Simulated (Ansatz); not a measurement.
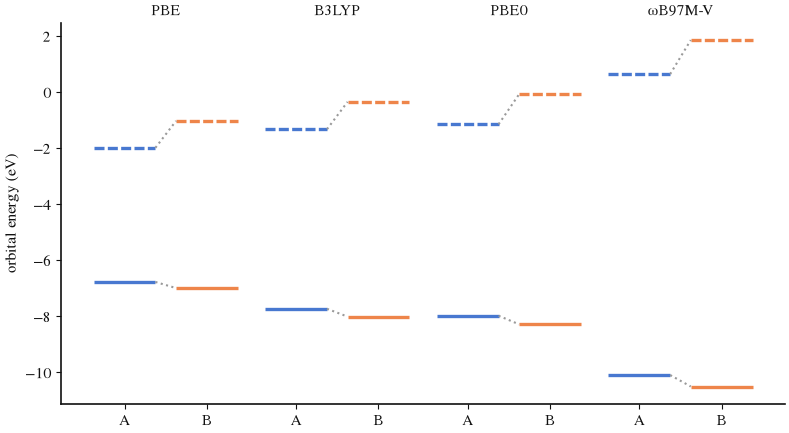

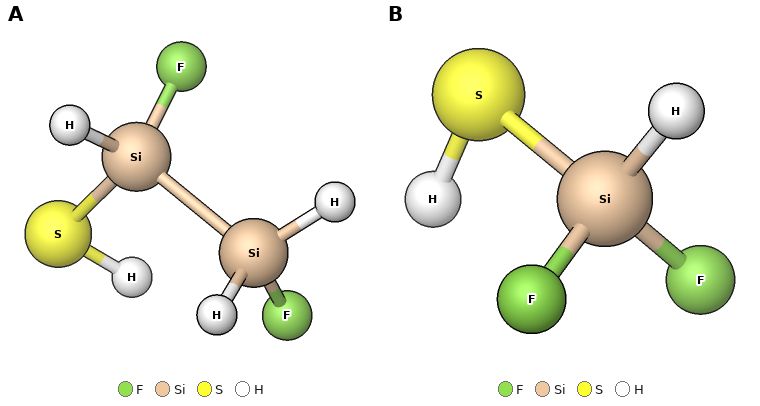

One change: A, Si₂H₄SF₂ (SMILES F[SiH2][Si@@H](F)S), becomes B, SiH₂SF₂ (SMILES F[SiH](F)S). SiH₂F (bound through Si) on Si is replaced by F. HOMO (solid) and LUMO (dashed) computed in def2-TZVPP at PBE0-D4/def2-TZVP geometries, both minima by their frequencies, gas phase, the Ansatz code 0.2.0. Empty levels above zero depend strongly on the basis.

Q: What does the change do to HOMO and LUMO?

A: PBE: the HOMO falls by 0.22 eV, the LUMO rises by 0.96 eV, and the separation goes from 4.79 to 5.96 eV. B3LYP: the HOMO falls by 0.28 eV, the LUMO rises by 0.98 eV, and the separation goes from 6.41 to 7.66 eV. PBE0: the HOMO falls by 0.31 eV, the LUMO rises by 1.08 eV, and the separation goes from 6.83 to 8.21 eV. ωB97M-V: the HOMO falls by 0.41 eV, the LUMO rises by 1.21 eV, and the separation goes from 10.73 to 12.36 eV.

Q: Do the functionals agree on the effect?

A: They agree on the direction for both levels; the HOMO shift lies between −0.41 and −0.22 eV and the LUMO shift between 0.96 and 1.21 eV, while the separations themselves differ by up to 6.4 eV between functionals.

Note: one conformer of each flexible molecule.
